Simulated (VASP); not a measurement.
Band structure of FeSe2 (space group R3m). Method: PBE GGA, VASP's PBE PAW potentials (set 64) (plane waves; VASP).

The moments were started parallel, and other spin orders were not tried in this run.

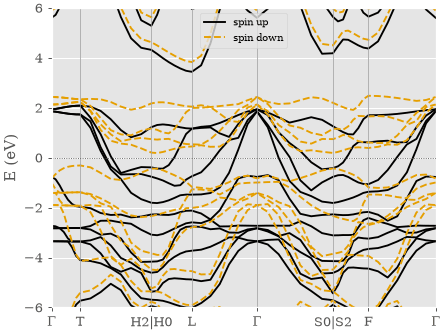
*Bands along high-symmetry lines, zero at the valence-band maximum or, without a gap, the Fermi level*

**Question.** Read the plot: is there a gap, and where are the band edges?

**Answer.** It has no gap at this level: it comes out as a metal or semimetal.

The structure was generated: FeSe2 was put into an ordered model structure, which need not be its known phase. The cell was not relaxed at this level. The k-mesh is coarse (spacing up to 0.58 per Å, 2π included), so the numbers may not be converged in it.
